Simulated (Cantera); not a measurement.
Feed: 1 mol C₂F₆, 0.012 mol CH₄, 0.69 mol H₂, held at 1.00 bar.

Method: chemical equilibrium by Gibbs-energy minimisation in Cantera with the NASA 1993 tables (ideal gas, pure condensed phases). Candidate condensed phases: C, C₆H₆, C₇H₈, C₈H₁₈; 95 gas species. The feed counts by its element totals alone. The tables' values for C₂F₄ are old estimates; treat these amounts as uncertain. Gases not in the tables: C₂F₆ and larger saturated fluorocarbons. Kinetics and transport are ignored.

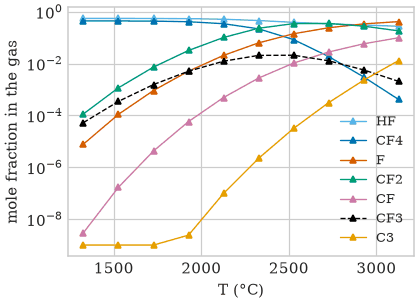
Figure: Equilibrium gas composition (values under 1e-9 drawn at 1e-9)

Question: Read off the mole fractions at 1727 °C.

Answer: HF about 0.55, CF₄ about 0.44, CF₂ about 0.0074, CF₃ about 0.0016, F about 0.00092, CF about 4.3e-6.
